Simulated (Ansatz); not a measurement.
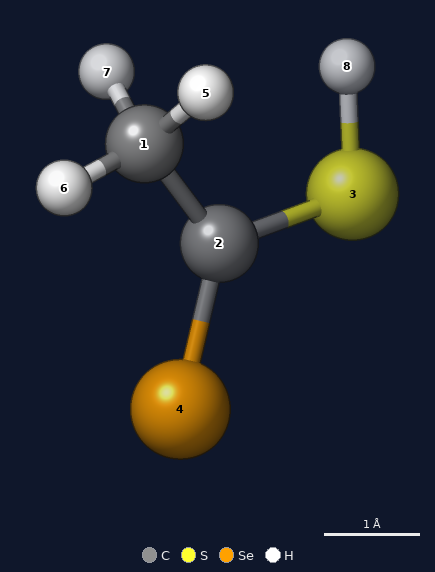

Starting structure of C2H4SSe. The picture is a ball-and-stick view, seen at a tilt.

The start comes from PBE-D4/def2-SVP.

Method: RKS PBE0-D4/def2-TZVP (Ansatz).

Input
```yaml
crystal:
  periodic: [false, false, false]
  atoms:
    - {symbol: C, position_ang: [0.041255, 0.806259, 0.258259]}
    - {symbol: C, position_ang: [-0.393595, -0.398588, -0.531518]}
    - {symbol: S, position_ang: [0.382599, -1.928587, -0.183653]}
    - {symbol: Se, position_ang: [-1.652945, -0.362816, -1.806577]}
    - {symbol: H, position_ang: [-0.107427, 0.638414, 1.347085]}
    - {symbol: H, position_ang: [-0.536043, 1.695698, -0.051752]}
    - {symbol: H, position_ang: [1.123952, 1.006070, 0.103661]}
    - {symbol: H, position_ang: [1.234404, -1.513651, 0.808593]}
basis:
  gaussian: {orbitals: def2-TZVP}
hamiltonian: {xc: pbe0, dispersion: d4}
relax: {f_tol: 0.005, max_steps: 150}
```

Run as
```bash
ansatz run in.yaml --threads 4 --pin off --events-out ev --progress --plain --max-ram 10444MiB
```

**What does the optimiser find from here?**

H8 moves most after the best rigid fit: 0.045 Å. By element the largest moves are H 0.045 Å, S 0.028 Å, Se 0.028 Å, C 0.011 Å. Some distances before and after: C2–S3 1.751 → 1.723 Å, S3–H8 1.372 → 1.349 Å, C2–Se4 1.792 → 1.774 Å, C1–H6 1.105 → 1.088 Å. The energy falls by 0.041 eV in 4 accepted moves (5 points after the start). The largest force component goes from 0.73 to 0.0014 eV/Å. The line search rejected the trial step at point 4 of the run. Cost: 20 s on 4 threads of Arm Neoverse V1 (shared host).

History of the run:

```csv
step,"E − E(0), eV","largest force component, eV/Å",note
0,0.0000,0.7318,
1,-0.0355,0.3828,
2,-0.0405,0.0675,
3,-0.0405,0.0407,
4,-0.0400,0.0935,rejected
5,-0.0407,0.0014,
```

The structure at the end:

```xyz
8

C     0.0424    0.7954    0.2567
C    -0.3887   -0.4000   -0.5263
S     0.3829   -1.9010   -0.1780
Se   -1.6395   -0.3556   -1.7833
H    -0.1132    0.6249    1.3269
H    -0.5199    1.6737   -0.0525
H     1.1112    0.9804    0.1079
H     1.2169   -1.4749    0.7927
```
